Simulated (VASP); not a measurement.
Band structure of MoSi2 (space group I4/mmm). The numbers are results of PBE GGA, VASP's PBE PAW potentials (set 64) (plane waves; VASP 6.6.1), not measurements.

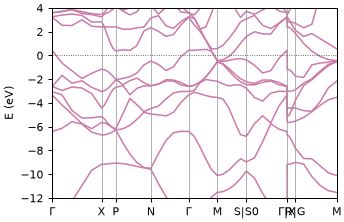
*Bands along high-symmetry lines, zero at the valence-band maximum or, without a gap, the Fermi level*

Question: Read the plot: is there a gap, and where are the band edges?

Answer: It has no gap at this level: it comes out as a metal or semimetal.

The structure is a typed MoSi2 crystal. The cell was not relaxed at this level. The run is one of a series of settings (NBANDS = 23 against the base run), some of them coarse on purpose.
